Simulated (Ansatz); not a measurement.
# Single-point calculation, with input and output: CH2ClGa

System: CH2ClGa.
Method: RKS B2PLYP (frozen core)/def2-TZVPP (Ansatz 0.2.0).

The geometry comes from this level: PBE0-D4/def2-TZVP.

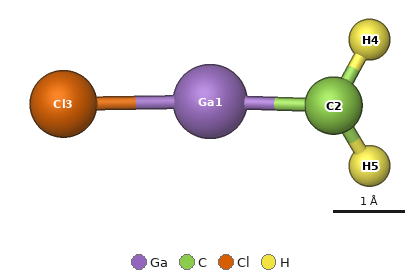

Figure 1. The structure (ball-and-stick view, seen on its broad side; atoms are numbered from 1 in the order of the input). Sticks mark near contacts.

Results in brief:

```json
{"quantity": "outcome", "value": "converged"}
{"quantity": "total energy", "value": "−65956.0407 eV"}
{"quantity": "mean-field energy", "value": "−65950.7463 eV"}
{"quantity": "SCF solution under orbital rotations", "value": "stable within restricted orbitals"}
{"quantity": "hardware", "value": "4 threads of Arm Neoverse V2, 23 GiB of memory available, shared host"}
{"quantity": "wall time", "value": "2.1 s (CPU time 7.7 s)"}
{"quantity": "peak memory", "value": "0.5 GiB"}
```

Input:
```yaml
crystal:
  periodic: [false, false, false]
  atoms:
    - {symbol: Ga, position_ang: [-0.942358, 0.237857, -1.348078]}
    - {symbol: C, position_ang: [-1.245230, -1.495669, -0.889830]}
    - {symbol: Cl, position_ang: [-1.125478, 2.338260, -1.273152]}
    - {symbol: H, position_ang: [-0.347922, -1.983483, -0.504694]}
    - {symbol: H, position_ang: [-1.712851, -2.060329, -1.698620]}
basis:
  gaussian: {orbitals: def2-TZVPP}
hamiltonian: {xc: {name: B2PLYP}}
```

Run as:
```bash
ansatz run in.yaml --threads 4 --pin off --events-out ev --progress --plain --max-ram 9574MiB
```

Log:
```
Functional definition: B2PLYP
  name "B2PLYP"
  cite "Grimme, J. Chem. Phys. 124, 034108 (2006) doi:10.1063/1.2148954"
  cite "Becke, Phys. Rev. A 38, 3098 (1988) doi:10.1103/PhysRevA.38.3098"
  cite "Lee, Yang & Parr, Phys. Rev. B 37, 785 (1988) doi:10.1103/PhysRevB.37.785"
  parameter a = 0.53
  parameter c = 0.27
  exchange = (1 - a)*b88_x + a*exact_x
  correlation = (1 - c)*lyp_c + c*(mp2_os + mp2_ss)
911 factors; integrals over basis functions are off by at most 1.0e-3 eV
mean field evaluation 1: about -65943.3672 eV, gradient 5.4e1 eV
mean field evaluation 2: about -65943.4195 eV, gradient 5.4e1 eV
mean field evaluation 4: about -65950.4661 eV, gradient 9.0e0 eV
mean field evaluation 8: about -65950.7430 eV, gradient 9.0e-1 eV
mean field evaluation 16: about -65950.7461 eV, gradient 1.0e-3 eV
mean field -65950.74613950 eV, -2423.6452176054 hartree, gradient 7.5e-6 eV, S^2 0.000000; 0 other end points of the search recorded, 0 dependent functions left out; unrestricted orbitals would lower it
15 core orbitals not correlated: weight in the atoms' cores, before any rotation towards them, 1.000 or more for the frozen orbitals, at most 0.000 for the correlated occupied ones
reference -65950.74628471 eV, -2423.6452229418 hartree; 13, 13 occupied and 121, 121 virtual orbitals, 911 factors
second order -19.60896618 eV of doubles, -0.00000000 eV of singles
Total energy: -65956.04070558 eV, -2423.8397893200 hartree
```
